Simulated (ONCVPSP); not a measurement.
Zn: pseudopotential generation

Zinc (Zn, Z = 30), core [Ne], reference valence 3s2 3p6 3d10 4s2, valence charge 20. Computed at this level: ONCV potential, PBEsol, non-relativistic, made with ONCVPSP 4.0.1.

Results in brief:

- outcome: generated
- cutoffs needed: 70 Ha and 91 Ha (the cutoffs at which the residual kinetic energy of the hardest occupied pseudo-wave falls to 1 and 0.1 mHa per electron)
- ghost test: no bound ghost flagged; no localised positive-energy state flagged (flags above 300 eV left out)
- largest excitation error: -258 meV (all-electron minus pseudo) for 3s1 3p6 3d10 4s2, out of 4 test configurations
- rms error of d²Exc/dni dnj: 2.77 mHa without and 0.65 mHa with the model core
- range over which the phases arctan(r R′/R) at the test radius agree within 0.05 rad (a looser test near the poles than one of phase shifts): s: over the whole range computed; p: up to about 3.2 Ha; d: over the whole range computed; f: over the whole range computed
- hardware: 1 CPU thread, shared host
- wall time: 8.5 s

The input:
```
# ATOM AND REFERENCE CONFIGURATION
# atsym  z   nc   nv     iexc    psfile
  Zn 30.00    3    4  -116133      upf
#
#   n    l    f
    1    0    2.00
    2    0    2.00
    2    1    6.00
    3    0    2.00
    3    1    6.00
    3    2   10.00
    4    0    2.00
#
# PSEUDOPOTENTIAL AND OPTIMIZATION
# lmax
    3
#
#   l,   rc,      ep,       ncon, nbas, qcut
    0    1.25    0.00    5    8    8.40
    1    1.05    0.00    4    8   14.70
    2    1.30    0.00    5   10   13.40
    3    1.35    0.31    4    8    8.10
#
# LOCAL POTENTIAL
# lloc, lpopt,  rc(5),   dvloc0
    4    1    0.65    4.00
#
# VANDERBILT-KLEINMAN-BYLANDER PROJECTORs
# l, nproj, debl
    0    2    2.10
    1    1    2.20
    2    3    3.50
    3    2    0.50
#
# MODEL CORE CHARGE
# icmod, fcfact, rcfact
    4    0.55    0.00
#
# LOG DERIVATIVE ANALYSIS
# epsh1, epsh2, depsh
   -6.00    5.00    0.04
#
# OUTPUT GRID
# rlmax, drl
    6.00    0.01
#
# TEST CONFIGURATIONS
# ncnf
    4
# nvcnf
#   n    l    f
    4
    3    0    2.00
    3    1    6.00
    3    2   10.00
    4    0    1.00
#
    4
    3    0    2.00
    3    1    6.00
    3    2   10.00
    4    0    0.00
#
    4
    3    0    2.00
    3    1    6.00
    3    2    9.00
    4    0    0.00
#
    4
    3    0    1.00
    3    1    6.00
    3    2   10.00
    4    0    2.00
#
```

The log's header says scalar-relativistic, as this program prints it for non-relativistic runs too.

Run as:
```bash
oncvpspnr.x < Zn.dat > Zn.out
```

The program's output (extracts):
```
ONCVPSP  (Optimized Norm-Conservinng Vanderbilt PSeudopotential)
scalar-relativistic version 4.0.1

#   n    l    f        energy (Ha)
    1    0    2.00    -3.4532800E+02
    2    0    2.00    -4.1569432E+01
    2    1    6.00    -3.6649145E+01
    3    0    2.00    -4.5835125E+00
    3    1    6.00    -3.0218345E+00
    3    2   10.00    -3.8937107E-01
    4    0    2.00    -2.1475581E-01

Reference configufation results
  iterations    32
  all-electron total energy (Ha)   -1.77779750D+03

Begin loop to  construct optimized pseudo wave functions
and semi-local pseudopoentials for all angular momenta

Calculating optimized projector #   1

 for l=   0

    Fraction of norm inside rc  0.966789
    Optimizing pswf for qcut=   8.39 a_B^-1,  ecut=  35.15 Ha
    Residual kinetic energy error=  4.75D-04 Ha

    Energy error per electron        Cutoff
         Ha          eV             Ha
         0.01000     0.27211       13.60
         0.00100     0.02721       31.24
         0.00010     0.00272       90.82
         0.00001     0.00027      111.70

Calculating optimized projector #   2

 for l=   0

    Fraction of norm inside rc  0.046789
    Optimizing pswf for qcut=   8.39 a_B^-1,  ecut=  35.15 Ha
    Residual kinetic energy error=  1.83D-04 Ha

    Energy error per electron        Cutoff
         Ha          eV             Ha
         0.01000     0.27211        9.66
         0.00100     0.02721       25.81
         0.00010     0.00272       39.45
         0.00001     0.00027      113.81

Calculating optimized projector #   1

 for l=   1

    Fraction of norm inside rc  0.873650
    Optimizing pswf for qcut=  14.70 a_B^-1,  ecut= 108.07 Ha
    Residual kinetic energy error=  1.32D-08 Ha

    Energy error per electron        Cutoff
         Ha          eV             Ha
         0.01000     0.27211       40.52
         0.00100     0.02721       52.26
         0.00010     0.00272       62.90
         0.00001     0.00027       72.83

   Wellstate for l =  2  n =  5
     eigenvalue =   3.1106
     asymptotic potential =   3.6106
     half-point radius =  2.7763

   Wellstate for l =  2  n =  6
     eigenvalue =   6.6106
     asymptotic potential =   7.1106
     half-point radius =  2.5860

Calculating optimized projector #   1

 for l=   2

    Fraction of norm inside rc  0.822722
    Optimizing pswf for qcut=  13.39 a_B^-1,  ecut=  89.66 Ha
    Residual kinetic energy error=  2.44D-06 Ha

    Energy error per electron        Cutoff
         Ha          eV             Ha
         0.01000     0.27211       59.73
         0.00100     0.02721       70.18
         0.00010     0.00272       78.53
         0.00001     0.00027       84.67

Calculating optimized projector #   2

 for l=   2

    Fraction of norm inside rc  0.104462
    Optimizing pswf for qcut=  13.39 a_B^-1,  ecut=  89.66 Ha
    Residual kinetic energy error=  8.72D-06 Ha

    Energy error per electron        Cutoff
         Ha          eV             Ha
         0.01000     0.27211       58.93
         0.00100     0.02721       71.51
         0.00010     0.00272       80.85
         0.00001     0.00027       89.49

Calculating optimized projector #   3

 for l=   2

    Fraction of norm inside rc  0.116165
    Optimizing pswf for qcut=  13.39 a_B^-1,  ecut=  89.66 Ha
    Residual kinetic energy error=  5.72D-05 Ha

    Energy error per electron        Cutoff
         Ha          eV             Ha
         0.01000     0.27211       65.74
         0.00100     0.02721       78.26
         0.00010     0.00272       87.42
         0.00001     0.00027      120.74

   Wellstate for l =  3  n =  4
     eigenvalue =   0.3100
     asymptotic potential =   0.8100
     half-point radius = 10.1352

   Wellstate for l =  3  n =  5
     eigenvalue =   0.8100
     asymptotic potential =   1.3100
     half-point radius =  7.7216

Calculating optimized projector #   1

 for l=   3

    Fraction of norm inside rc  0.000106
    Optimizing pswf for qcut=   8.10 a_B^-1,  ecut=  32.79 Ha
    Residual kinetic energy error=  6.33D-08 Ha

    Energy error per electron        Cutoff
         Ha          eV             Ha
         0.01000     0.27211        0.77
         0.00100     0.02721        1.45
         0.00010     0.00272        4.05
         0.00001     0.00027       11.99

Calculating optimized projector #   2

 for l=   3

    Fraction of norm inside rc  0.001941
    Optimizing pswf for qcut=   8.10 a_B^-1,  ecut=  32.79 Ha
    Residual kinetic energy error=  1.44D-06 Ha

    Energy error per electron        Cutoff
         Ha          eV             Ha
         0.01000     0.27211        2.18
         0.00100     0.02721        6.32
         0.00010     0.00272       16.00
         0.00001     0.00027       26.06

Construct Vanderbilt / Kleinmman-Bylander projectors

B matrix Hermiticity error, ll=   0
   1   2    6.2257E-10

  Orthonormal projector coefficients  1.6480E+01  3.3872E+00

B matrix Hermiticity error, ll=   2
   1   2   -9.1868E-09
   1   3    3.6640E-08
   2   3   -6.2608E-09

  Orthonormal projector coefficients -1.2615E+01 -6.4717E+00 -1.6041E+00

B matrix Hermiticity error, ll=   3
   1   2   -6.9380E-12

  Orthonormal projector coefficients -3.4070E+01 -9.1043E+00

Model core correction analysis
  based on d2Exc/dn_idn_j

d2excae - all-electron derivatives

   -4.234671D-02   -3.978236D-02   -2.989716D-02   -1.742432D-03
   -3.978249D-02   -3.865502D-02   -2.965681D-02   -2.071868D-03
   -2.989746D-02   -2.965699D-02   -2.763739D-02   -5.962020D-03
   -1.742383D-03   -2.071755D-03   -5.960713D-03   -3.400551D-02

d2excps - pseudofunction derivatives with no core correction

   -5.156634D-02   -4.210330D-02   -3.150644D-02   -2.454884D-03
   -4.210451D-02   -4.040885D-02   -3.244491D-02   -2.243602D-03
   -3.150668D-02   -3.244505D-02   -2.922962D-02   -5.919710D-03
   -2.455306D-03   -2.243495D-03   -5.918403D-03   -3.404853D-02

rms 2nd derivative error    2.774860E-03

rmatch, rhocmatch    0.3424   82.6638

Coarse scan for minimum error
  matrix elements: rms 2nd-derivative errors (mHa)
  column index : amplitude prefactor to rhocmatch
  row index : scale prefactor to rmatch

         1.500  2.000  2.500  3.000  3.500  4.000  4.500  5.000  5.500  6.000

  1.0    1.526  1.432  1.366  1.315  1.276  1.245  1.220  1.200  1.184  1.171
  1.1    1.354  1.241  1.165  1.113  1.079  1.057  1.044  1.038  1.038  1.042
  1.2    1.182  1.059  0.989  0.957  0.951  0.963  0.986  1.017  1.052  1.090
  1.3    1.016  0.907  0.881  0.908  0.964  1.034  1.111  1.190  1.267  1.343
  1.4    0.872  0.827  0.894  1.010  1.142  1.274  1.402  1.522  1.636  1.744
  1.5    0.782  0.863  1.047  1.251  1.448  1.631  1.802  1.959  2.105  2.242
  1.6    0.782  1.020  1.309  1.586  1.838  2.067  2.277  2.469  2.647  2.813
  1.7    0.891  1.272  1.647  1.986  2.290  2.564  2.813  3.041  3.252  3.448
  1.8    1.092  1.589  2.040  2.439  2.794  3.114  3.404  3.670  3.916  4.144
  1.9    1.359  1.956  2.480  2.939  3.347  3.713  4.047  4.353  4.635  4.898

Nelder-Mead iteration
 converged in  24 steps
amplitude prefactor, scale prefactor
    0.5583    2.1921

Optimized Teter model core charge

d2excps - pseudofunction derivatives with core correction

   -4.308918D-02   -3.876720D-02   -2.999490D-02   -1.974403D-03
   -3.876728D-02   -3.775771D-02   -3.086326D-02   -2.081820D-03
   -2.999499D-02   -3.086335D-02   -2.810245D-02   -5.858718D-03
   -1.974376D-03   -2.081702D-03   -5.857408D-03   -3.402028D-02

rms 2nd derivative error    6.467786E-04

Pseudoatom total energy -222.780848

Diagnostic tests using Vanderbilt-Kleinman-Bylander pseudopotentials
  1 or more projectors used as specified by nproj input data

   l    rcore       rmatch      e in        delta e   norm test  slope test

   0   1.2538875   1.2919582  -4.5835125   0.0000000   1.0000000   1.0000000
   0   1.2538875   1.2919582  -0.2147558   0.0000000   1.0000000   1.0000000

   1   1.0541857   1.0861931  -3.0218345   0.0000001   1.0000000   1.0000000

   2   1.3075082   1.3472070  -0.3893711  -0.0000000   1.0000000   1.0000000
   2   1.3075082   1.3472070   3.1106289   0.0000000   1.0000000   1.0000000
   2   1.3075082   1.3472070   6.6106289   0.0000001   1.0000000   1.0000000

   3   1.3552902   1.3964398   0.3100000  -0.0000001   1.0000000   1.0000000
   3   1.3552902   1.3964398   0.8100000  -0.0000001   1.0000000   1.0000000

 Testing for bound ghosts
   n   l    E NL Schr. Eq   E Basis Diag.   E Cutoff

   1   0       -4.583512       -4.583510    168.25
   2   0       -0.214756       -0.075781    168.25

   2   1       -3.021834       -3.021748    200.91

   3   2       -0.389371       -0.387098    396.56

 Testing for highly-localized positive-energy ghosts
       l    <radius>/rc     E Basis Diag.   E Cutoff

       3        0.886908       94.192644    208.89  WARNING - GHOST(+)

Test configuration 0

   n   l     f        eae           eps        diff
   1   0  2.0000 -345.32800294
   2   0  2.0000  -41.56943175
   2   1  6.0000  -36.64914547
   3   0  2.0000   -4.58351247   -4.58351247    0.00D+00
   3   1  6.0000   -3.02183448   -3.02183436    1.21D-07
   3   2 10.0000   -0.38937107   -0.38937107   -5.84D-09
   4   0  2.0000   -0.21475581   -0.21475581    0.00D+00

    Total energies and differences
      AE_ref= -1.77779750D+03  AE_tst= -1.77779750D+03  dif=  0.00D+00
      PS_ref= -2.22780848D+02  PS_tst= -2.22780848D+02  dif= -3.41D-13
      PSP excitation error=  3.41D-13

Test configuration 1

   n   l     f        eae           eps        diff
   1   0  2.0000 -345.68087564
   2   0  2.0000  -41.91527318
   2   1  6.0000  -36.99560162
   3   0  2.0000   -4.93528673   -4.93530630   -1.96D-05
   3   1  6.0000   -3.37397028   -3.37384497    1.25D-04
   3   2 10.0000   -0.73921329   -0.73946766   -2.54D-04
   4   0  1.0000   -0.50310825   -0.50302921    7.90D-05

    Total energies and differences
      AE_ref= -1.77779750D+03  AE_tst= -1.77744186D+03  dif=  3.56D-01
      PS_ref= -2.22780848D+02  PS_tst= -2.22425243D+02  dif=  3.56D-01
      PSP excitation error=  3.44D-05

Test configuration 2

   n   l     f        eae           eps        diff
   1   0  2.0000 -346.09066218
   2   0  2.0000  -42.31383351
   2   1  6.0000  -37.39513631
   3   0  2.0000   -5.34196380   -5.34218595   -2.22D-04
   3   1  6.0000   -3.78090609   -3.78069530    2.11D-04
   3   2 10.0000   -1.14140535   -1.14209309   -6.88D-04

    Total energies and differences
      AE_ref= -1.77779750D+03  AE_tst= -1.77678112D+03  dif=  1.02D+00
      PS_ref= -2.22780848D+02  PS_tst= -2.21764657D+02  dif=  1.02D+00
      PSP excitation error=  1.93D-04

Test configuration 3

   n   l     f        eae           eps        diff
   1   0  2.0000 -346.88668802
   2   0  2.0000  -43.12960908
   2   1  6.0000  -38.20891879
   3   0  2.0000   -6.11419886   -6.11594094   -1.74D-03
   3   1  6.0000   -4.54647839   -4.54704657   -5.68D-04
   3   2  9.0000   -1.87540050   -1.87379536    1.61D-03

    Total energies and differences
      AE_ref= -1.77779750D+03  AE_tst= -1.77528186D+03  dif=  2.52D+00
      PS_ref= -2.22780848D+02  PS_tst= -2.20265521D+02  dif=  2.52D+00
      PSP excitation error=  3.09D-04

Test configuration 4

   n   l     f        eae           eps        diff
   1   0  2.0000 -346.16409172
   2   0  2.0000  -42.29546343
   2   1  6.0000  -37.38494963
   3   0  1.0000   -5.25803066   -5.27798707   -2.00D-02
   3   1  6.0000   -3.69043115   -3.70030805   -9.88D-03
   3   2 10.0000   -1.02186110   -1.02363981   -1.78D-03
   4   0  2.0000   -0.57889998   -0.57927204   -3.72D-04

    Total energies and differences
      AE_ref= -1.77779750D+03  AE_tst= -1.77288861D+03  dif=  4.91D+00
      PS_ref= -2.22780848D+02  PS_tst= -2.17862475D+02  dif=  4.92D+00
      PSP excitation error= -9.48D-03
```

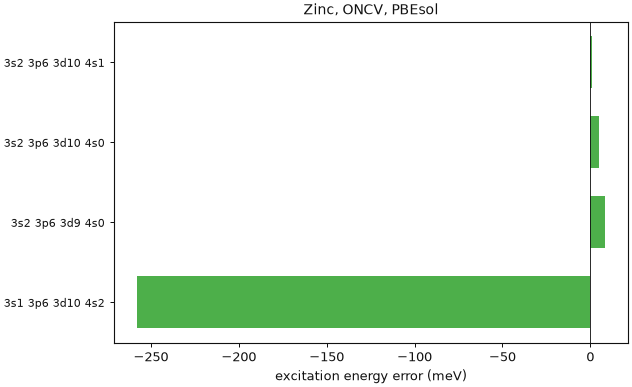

**Figure 1.** Errors, all-electron minus pseudo, of the energies of valence configurations relative to the unpolarised reference 3s2 3p6 3d10 4s2.

- Worst configuration: 3s1 3p6 3d10 4s2 (charge +1): the error is -258 meV on an all-electron energy of +133.58 eV relative to the reference, or 0.19 %.
- Errors in meV: 3s2 3p6 3d10 4s1: +0.9; 3s2 3p6 3d10 4s0: +5.3; 3s2 3p6 3d9 4s0: +8.4; 3s1 3p6 3d10 4s2: -258.
- Configurations within 10 meV and within 50 meV: 3 and 3 of 4.

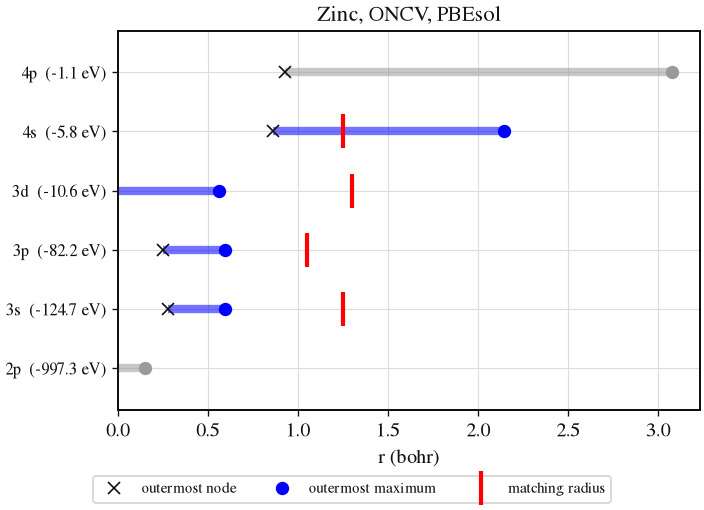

**Figure 2.** Outer shells of the all-electron reference atom: each bar runs from the outermost node (or the nucleus) to the outermost maximum of u(r); the tick is the radius chosen for the pseudo-wave. Shells without a tick have no pseudo-wave of their own. Levels, nodes and maxima are from ld1.x, non-relativistic.

- Radii against the shells: 3s: 1.25 bohr, outside the maximum; 3p: 1.05 bohr, outside the maximum; 3d: 1.30 bohr, outside the maximum; 4s: 1.25 bohr, between node and maximum.

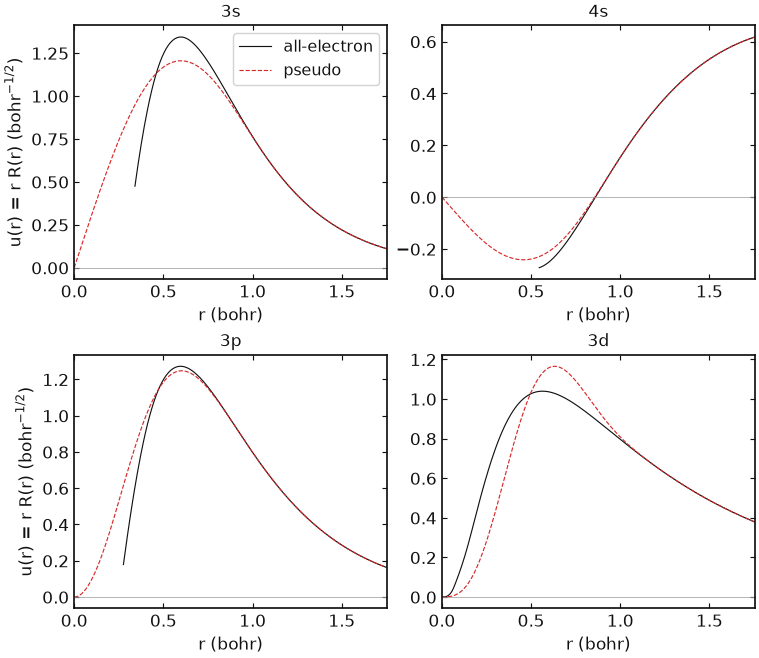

**Figure 3.** All-electron valence functions (solid) with their pseudo partners (dashed). The innermost oscillations of some all-electron curves aren't drawn. Reference configuration 3s2 3p6 3d10 4s2.

- Matching radii: 3s at 1.25 bohr; 4s at 1.25 bohr; 3p at 1.05 bohr; 3d at 1.30 bohr. The curves merge smoothly, so the plot gives these only roughly.
- Nodes of the pseudo-waves: 3s has no node; 4s has a node at about 0.9 bohr; 3p has no node; 3d has no node. A node in 4s is expected, since a lower shell of the same l is also in the valence and the two must stay orthogonal.
- Cutoffs needed: 70 Ha (loose) and 91 Ha (tight), as the cutoffs at which the residual kinetic energy of the hardest occupied pseudo-wave falls to 1 and 0.1 mHa per electron.

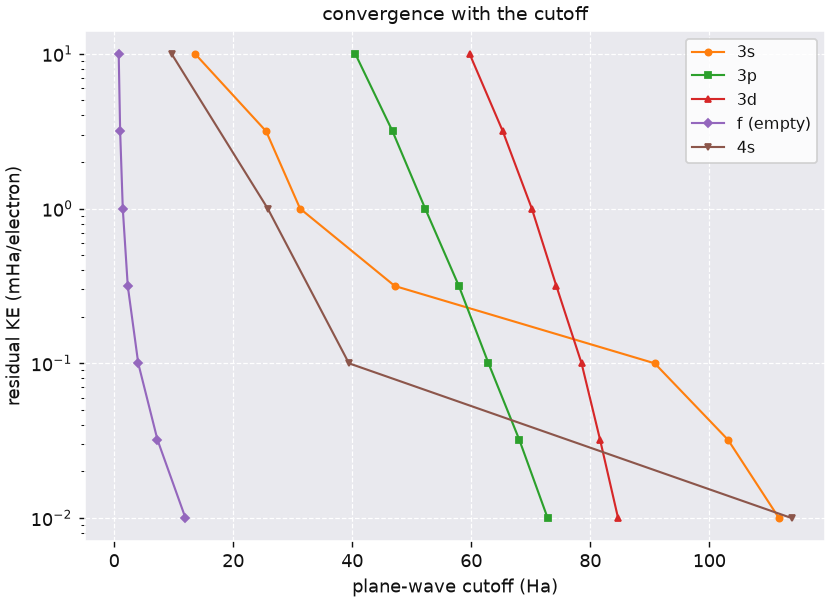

**Figure 4.** Residual kinetic energy of the pseudo-waves (the first of each channel, and further valence shells) beyond the plane-wave cutoff, as the generator prints it.

- Hardest wave at 1 mHa per electron: 3d, with rc = 1.30 bohr and qcut = 13.4 1/bohr. The optimisation minimises, but can't always remove, the kinetic energy above qcut²/2 = 89.8 Ha, and a larger rc would as a rule soften the wave at some cost in transferability.
- Cutoffs for the occupied states: 70 Ha for 1 mHa and 91 Ha for 0.1 mHa per electron. The first is set by 3d.
- Cutoffs for 1 mHa per electron: 3d: 70 Ha; 3p: 52 Ha; 3s: 31 Ha; 4s: 26 Ha; f (empty): 1.5 Ha.

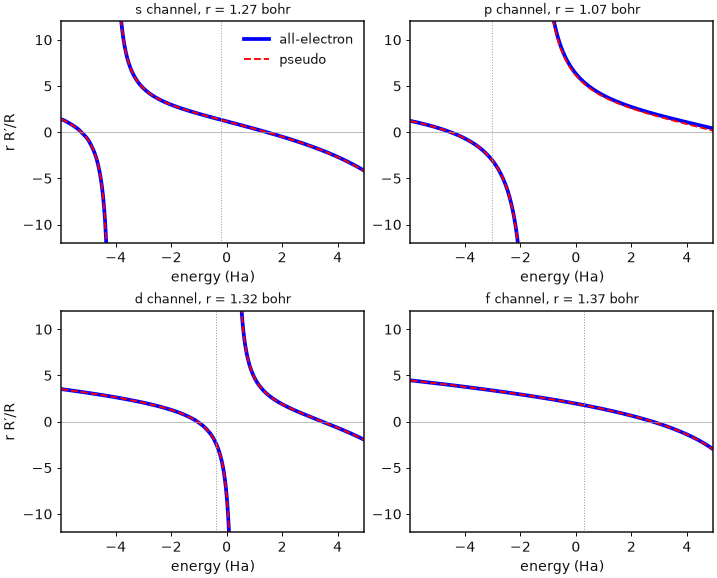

**Figure 5.** Logarithmic derivatives r R′/R at the test radius against energy, all-electron atom (solid) and pseudo-atom (dashed). Here R(r) is the radial function. The dotted line marks the reference energy of the channel.

- Poles, where the radial function vanishes at the test radius: s: all-electron at -4.1 Ha, pseudo at -4.1 Ha; p: all-electron at -1.5 Ha, pseudo at -1.5 Ha; d: all-electron at 0.3 Ha, pseudo at 0.3 Ha; f: all-electron at no energy in the range, pseudo at no energy in the range.
- Ghost states: the plot shows none: pseudo and all-electron curves have the same branches in all channels drawn. The separate test gives: no bound ghost flagged; no localised positive-energy state flagged (flags above 300 eV left out).
- Zeros of the logarithmic derivative: s: all-electron -5.2 and 1.4 Ha, pseudo -5.2 and 1.4 Ha; p: all-electron -4.5 Ha, pseudo -4.5 Ha; d: all-electron -1.1 and 3.4 Ha, pseudo -1.1 and 3.4 Ha; f: all-electron 2.8 Ha, pseudo 2.8 Ha.
